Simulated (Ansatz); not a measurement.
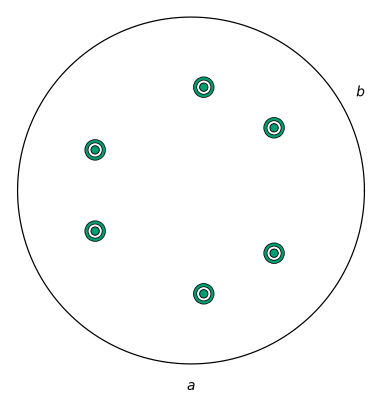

Stereographic projection: filled dots lie in the upper hemisphere, open rings in the lower. The c axis points at the viewer. The poles are all faces of one general form. Computed from the symmetry operations of a computed or model structure of composition SiO, which need not be its known form.

**Which point group is this?**

-6m2 (D3h), order 12, hexagonal system: one −6 axis, three twofold axes, four mirror planes.

**Can such a crystal be piezoelectric, pyroelectric or chiral?**

It is not centrosymmetric; not polar, but piezoelectricity is allowed; it is not chiral.
